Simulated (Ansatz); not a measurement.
```xyz
11

Si    0.0821   -0.0209    0.2439
H     0.0825   -0.0734    1.7089
Si    2.3255    0.0124    0.2243
H     2.8587   -1.3844    0.2717
H     2.9523    0.6830   -0.9680
H     2.7952    0.7324    1.4511
Si   -1.0104    1.8482   -0.6571
H    -2.4126    1.4738   -1.0084
H    -1.0350    2.9834    0.3090
H    -0.3088    2.2814   -1.9019
H    -0.4765   -1.2873   -0.3196
```

Not at a stationary point (largest force 1.7 eV/Å).

Method: RKS r2SCANh/def2-SVP in Ansatz.

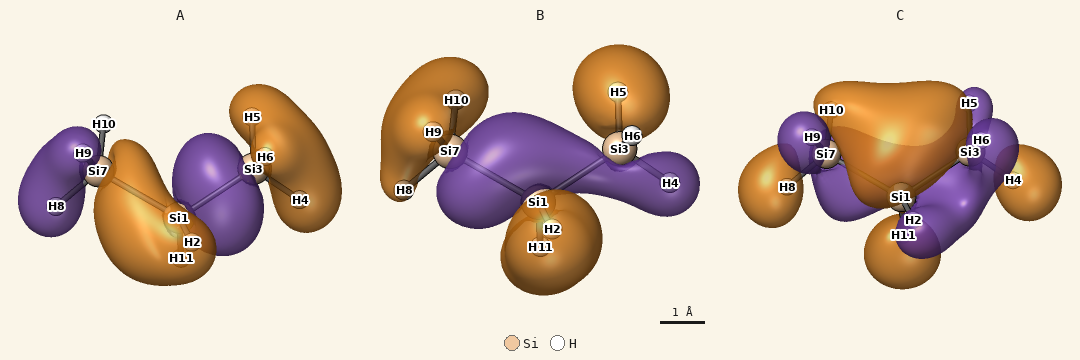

H8Si3. Three frontier orbitals at ±0.06 Å⁻³ᐟ² (orange and purple are the two phases), in no order.

> Order the three orbitals by energy and name them.

B is the HOMO−1 (−8.23 eV). It lies mainly on Si1 (about 30 %), Si7 (about 25 %), Si3 (about 10 %), H2 (about 10 %), H5 (about 10 %) and H11 (about 5 %). A is the HOMO (−7.73 eV). By Hirshfeld shares it lies mainly on Si1 (about 35 %), Si3 (about 30 %) and Si7 (about 10 %). C is the LUMO (−0.69 eV). It lies mainly on Si1 (about 30 %), Si7 (about 20 %), Si3 (about 20 %) and H11 (about 10 %).

> What is the HOMO–LUMO gap?

7.04 eV between the orbital energies.
